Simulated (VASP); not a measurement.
Band structure of Li2S (antifluorite). Computed with PBE GGA, VASP's PBE PAW potentials (set 64) (plane waves; VASP 6.6.1).

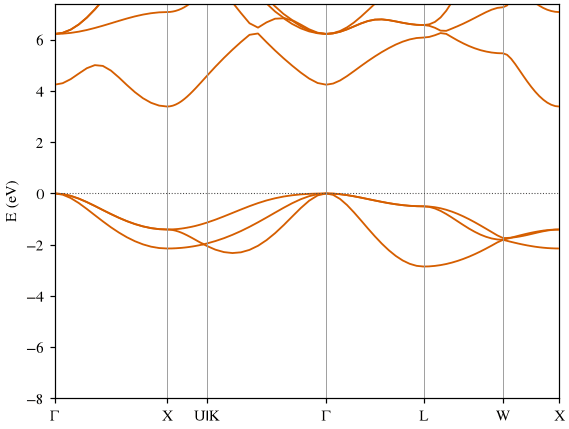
Figure: Bands along high-symmetry lines, zero at the valence-band maximum or, without a gap, the Fermi level

Problem. Read the plot: is there a gap, and where are the band edges?

Solution. The gap is indirect, 3.39 eV, from the valence maximum at Γ to the conduction minimum at X. (Edges off the drawn lines would not show.)

The compound is Li2S in the antifluorite structure. It was relaxed first.
